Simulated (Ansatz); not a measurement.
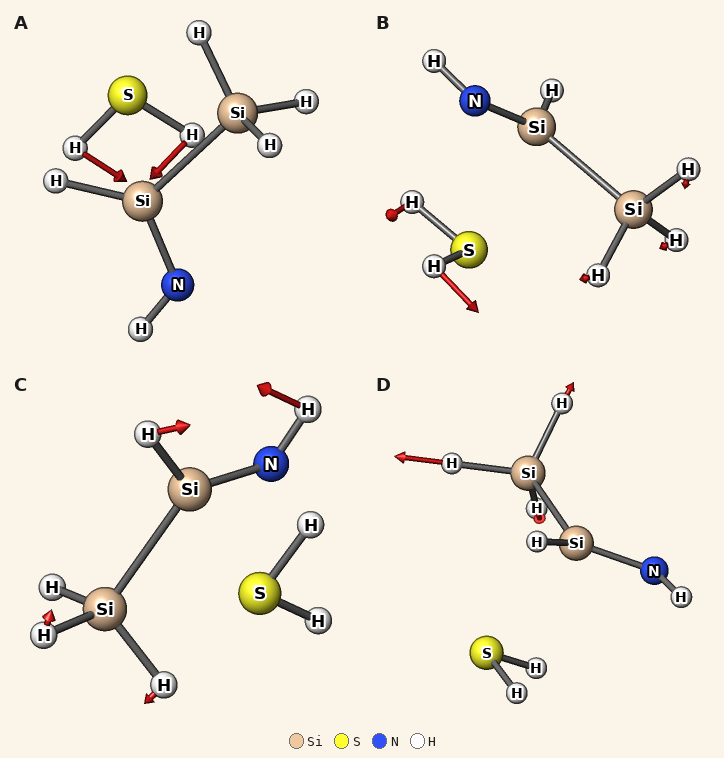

4 normal modes of one molecule or complex, as arrows. Harmonic vibrations computed with RKS PBE0-D4/def2-TZVP (Ansatz 0.2.0) at a stationary point of the same level.

> Match the panels to the wavenumbers 76 cm⁻¹, 648 cm⁻¹, 1199 cm⁻¹, 2211 cm⁻¹.

A: 1199 cm⁻¹, H–S–H bending
B: 76 cm⁻¹
C: 648 cm⁻¹, H–N–Si bending
D: 2211 cm⁻¹, Si–H stretching
